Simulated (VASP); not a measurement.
Band structure of AgI (zinc blende). Computed with PBE GGA with D3 dispersion (zero damping), VASP's PBE PAW potentials (set 64) (plane waves; VASP).

Unless said otherwise, spin-orbit coupling is left out, though it shifts the bands of the heavy elements here.

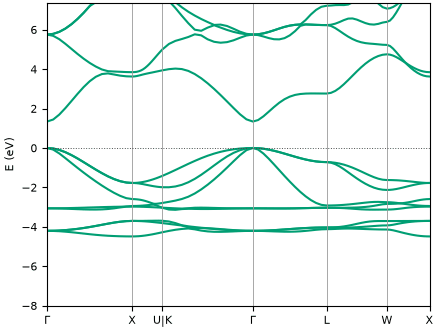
Fig. 1. Bands along high-symmetry lines, zero at the valence-band maximum or, without a gap, the Fermi level

Read the plot: is there a gap, and where are the band edges?

The gap is direct, 1.34 eV, from the valence maximum at Γ to the conduction minimum at Γ. (Edges off the drawn lines would not show.)

The compound is AgI in the zinc blende structure, whereas wurtzite is the usual form. The cell was not relaxed at this level.
